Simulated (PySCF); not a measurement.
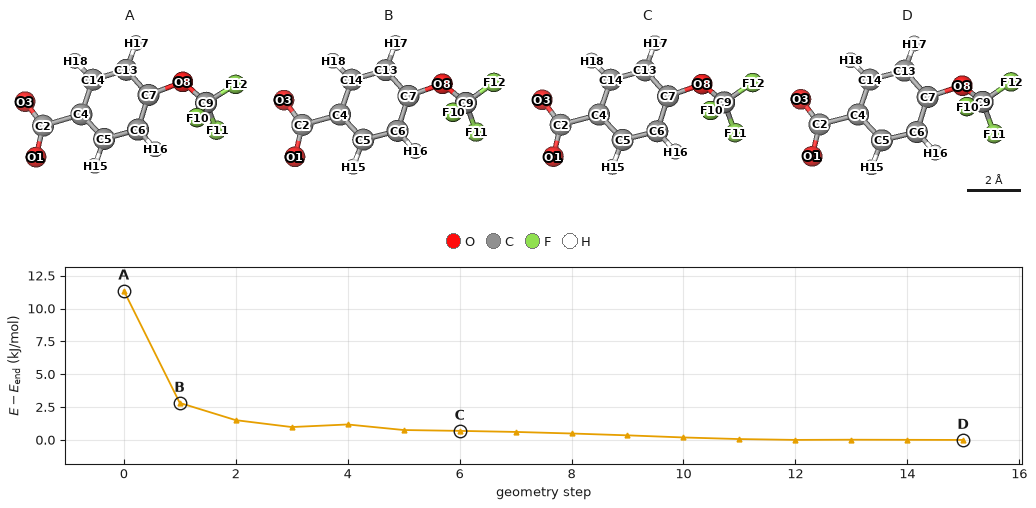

Frames of a relaxation of C8H4F3O3 (charge −1), marked on the history of the run. Style: ball-and-stick. Shown at a tilt.

The start comes from GFN2-xTB.

Computed with PBE0-D3(BJ)/def2-SVP geometry optimisation, gas phase (PySCF 2.14.0, density-fitted response routines). 

Question: What happens along the run?

Answer: After 15 geometry steps the energy has fallen by 11.4 kJ/mol. The largest move after the best rigid fit is that of F10, 0.50 Å. By element the largest moves are F 0.50 Å, H 0.37 Å, O 0.33 Å, C 0.24 Å. Among the contacts that change: C7–O8 1.440 → 1.404 Å, O8–C9 1.296 → 1.326 Å, C2–C4 1.578 → 1.552 Å, C9–F10 1.353 → 1.334 Å. Bond angles that change, for instance: F10–C9–F12 105.2° → 108.0°, O8–C9–F11 115.8° → 113.4°, O8–C9–F10 115.8° → 113.6°. Groups turn about C7–O8 by about 30°. From step 0 to 1: F10 moves most (0.23 Å), energy −8.54 kJ/mol. From step 1 to 6: H16 moves most (0.12 Å), energy −2.13 kJ/mol. From step 6 to 15: F10 moves most (0.18 Å), energy −0.69 kJ/mol.

| step | E − E(0), kJ/mol |
| --- | --- |
| 0 | 0.00 |
| 1 | -8.54 |
| 2 | -9.86 |
| 3 | -10.38 |
| 4 | -10.18 |
| 5 | -10.61 |
| 6 | -10.67 |
| 7 | -10.75 |
| 8 | -10.87 |
| 9 | -11.01 |
| 10 | -11.17 |
| 11 | -11.30 |
| 12 | -11.36 |
| 13 | -11.34 |
| 14 | -11.35 |
| 15 | -11.36 |

Limits of the set-up: the basis has no diffuse functions, which an anion needs.
